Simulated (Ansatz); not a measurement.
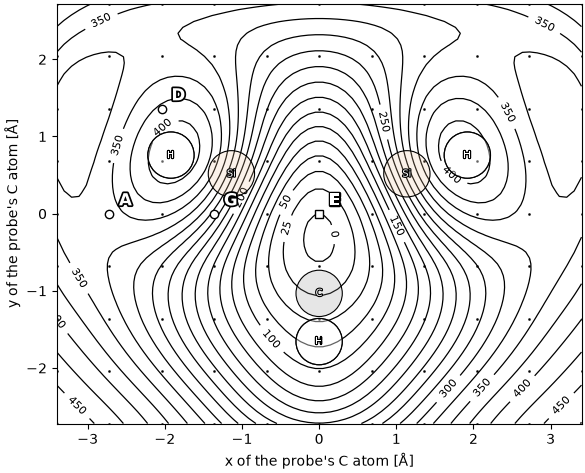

CH₆Si₂ (SMILES C1[SiH2][SiH2]1) with the probe CO. The probe is moved over a plane parallel to the molecule's main plane, 3.95 Å above it. Coordinates scanned: (1) x of the probe's C atom; (2) y of the probe's C atom. Nothing is relaxed (molecule and probe rigid, the probe upright with C nearest the plane). Grid: 11 × 9 points; 72 points were computed and 27 follow by symmetry. Energies: cm⁻¹, counted from the lowest grid point. These are results of RKS PBE-D4/def2-SVPD (Ansatz), not measurements.

The picture shows contour lines labelled in cm⁻¹, dots at the grid points, labelled circles for the molecule's atoms, projected on the plane, lettered points. Between grid points the surface is interpolated.

Is G the lowest point of the computed grid?

Answer. No. G lies 266 cm⁻¹ above the lowest grid point, which is at x of the probe's C atom = 0.00 Å, y of the probe's C atom = 0.00 Å.

What kind of point is each of E, G: minimum, saddle, maximum or slope?

Answer. E: minimum; G: on a slope. (In these two coordinates alone; a stationary point may lie a little off the grid point.)
